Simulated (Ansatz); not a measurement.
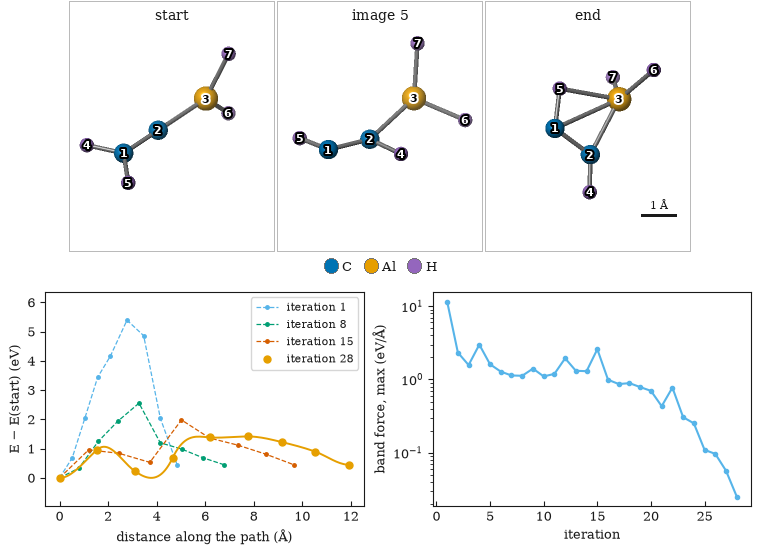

NEB run on C2H4Al (charge −1). Images are numbered from 0 (start) to 8 (end). The plot follows the band through its iterations. Style: ball-and-stick. Shown from a free direction.

Theory: RKS r2SCANh-D4/def2-SVP (Ansatz). Run with 7 movable images; climbing image; force threshold 0.05 eV/Å; iteration limit 57; starting path through a guess of the saddle point.

Question: Did the band converge, and can the barrier be trusted?

Answer: The run is converged, with reservations. The band converged in 28 iterations. The largest component of the band force went from 12 to 0.025 eV/Å. The climbing image converged on the top of the path. Its vibrational analysis gives one imaginary mode (217i cm⁻¹), as a transition state must have. The first iteration put the highest image at 5.39 eV. Forward barrier 1.42 eV, backward barrier 0.97 eV, with image 5 at the top; the reaction energy is +0.45 eV. The profile has 2 maxima (images 1, 5) with a dip at image 2 (+0.23 eV), so the process runs in steps.

Limits of the set-up: the basis has no diffuse functions, which an anion needs.
